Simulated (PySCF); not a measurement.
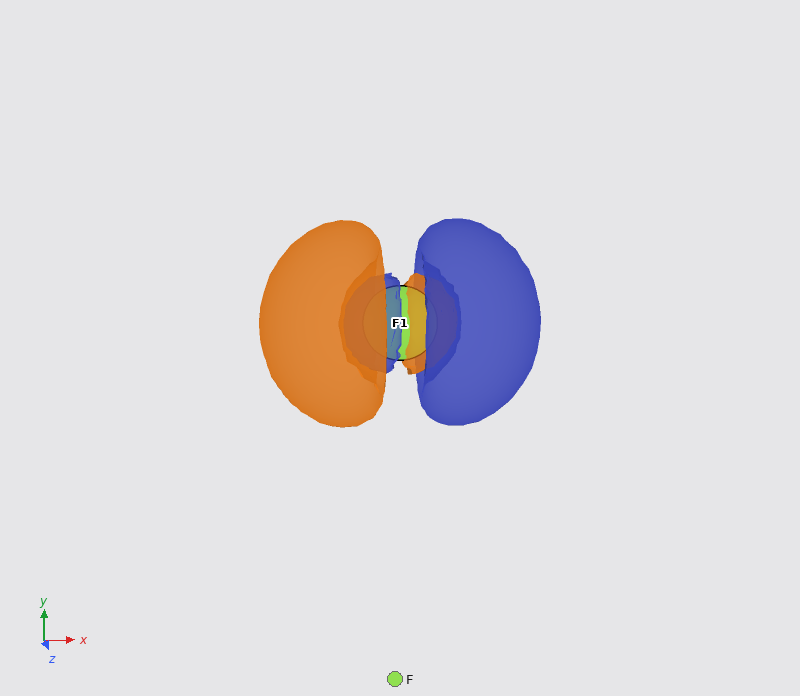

Figure. F, charge −1, SMILES `[F-]`. Change of the electron density in a uniform field of 0.15 V/Å, surfaces at ±0.0005 e/Å³ (orange: gain, blue: loss).

Computed with PySCF, r2SCAN/def2-SVP, geometry: GFN2-xTB. No frequency check shows the geometry to be a minimum. For an anion such functionals hold the outermost electrons too loosely, so the response is rough. The basis has no diffuse functions, which an anion needs.

Coordinates in Å:

```
F1       0.0000    0.0000    0.0000
```

**Along which Cartesian direction does the field point?**

Along +x: electrons gather on the −x side, against the field.

**What dipole is induced, and what polarisability does it imply?**

The induced dipole is 0.01 D (along the field); α along this axis, from the fields in both directions, is 1 bohr³ (0.2 Å³).

**Which atoms gain and lose the most charge?**

Hardly any: no atom's Hirshfeld charge changes by as much as 0.002 e. The density shifts from one side of each atom to the other; 0.002 electrons are displaced in all.

Run time: 1.3 s on 1 thread of Arm Neoverse V1 (shared host), peak memory 0.17 GiB.
